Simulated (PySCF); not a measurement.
# C2H5F3OSi: what the fields show

```yaml
atoms:
  - { symbol: O, position_ang: [1.7122, 0.9355, 1.1315] }
  - { symbol: Si, position_ang: [1.2783, 0.4146, -0.3327] }
  - { symbol: C, position_ang: [-0.1728, -0.8378, -0.2015] }
  - { symbol: C, position_ang: [-1.3926, -0.1878, 0.3617] }
  - { symbol: F, position_ang: [-1.1719, 0.3592, 1.5793] }
  - { symbol: F, position_ang: [-2.4286, -1.0309, 0.5285] }
  - { symbol: F, position_ang: [-1.8533, 0.8160, -0.4049] }
  - { symbol: H, position_ang: [1.1010, 1.2622, 1.7892] }
  - { symbol: H, position_ang: [0.8359, 1.5000, -1.2033] }
  - { symbol: H, position_ang: [2.4487, -0.3176, -0.7854] }
  - { symbol: H, position_ang: [-0.4388, -1.2428, -1.1747] }
  - { symbol: H, position_ang: [0.0830, -1.6714, 0.4511] }
```

Geometry: GFN2-xTB.

Method: PBE0/pcSseg-1, SCF density, gas phase, non-relativistic in PySCF.

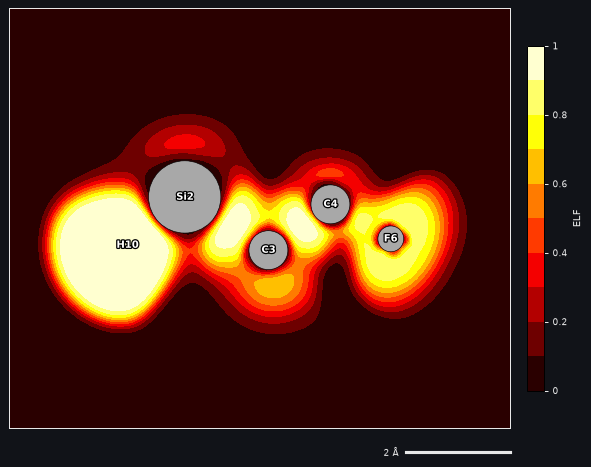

Figure 1. ELF on the plane of atoms C3, C4 and F6. Grey discs cover the atomic cores.

Read the bonding off the picture.

Answer.
- The section cuts through Si, C, F and H sites.
- C–F (1.35 Å): the ELF peaks at about 0.85 between the atoms: a shared but strongly polarised pair.
- C–C (1.49 Å): the ELF peaks at about 0.95 between the atoms, as expected for a shared electron pair.
- C–Si (1.92 Å): the ELF peaks at about 0.95 between the atoms: a shared electron pair.
- Si–H (1.45 Å): the ELF climbs to about 1 towards the hydrogen, as it does in any bond to H.
- The ELF also peaks beside F6, away from the bonds: lone-pair regions.

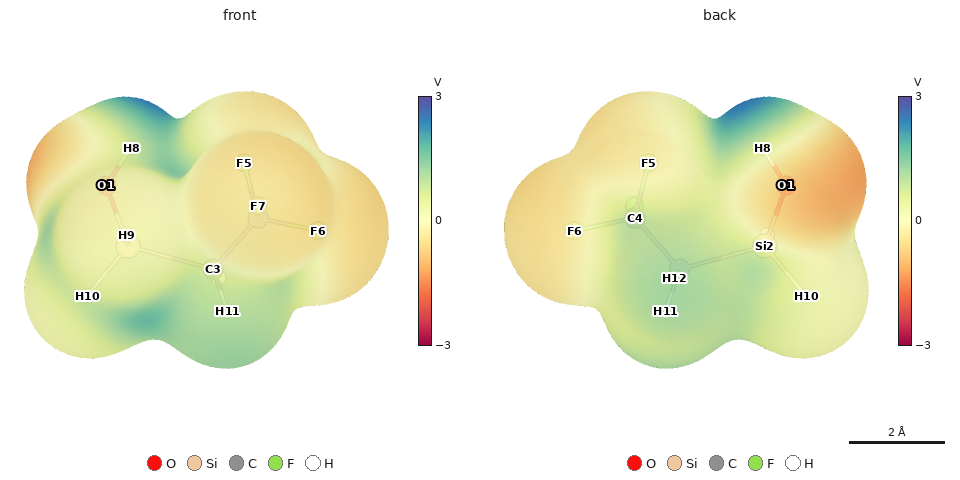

Figure 2. The molecular electrostatic potential painted on the density surface at 0.002 e/bohr³, seen from the front and from behind; red is negative and blue positive.

Where is the surface potential most negative and most positive?

Answer. The most negative region (about −1.3 V, or −30 kcal/mol for a unit charge) lies over O1, the most positive (about +2.4 V, or +55 kcal/mol for a unit charge) over H8. O1 is the likeliest acceptor of a hydrogen bond.

What dipole moment does the calculation give?

Answer. Its dipole moment is 1.13 D.
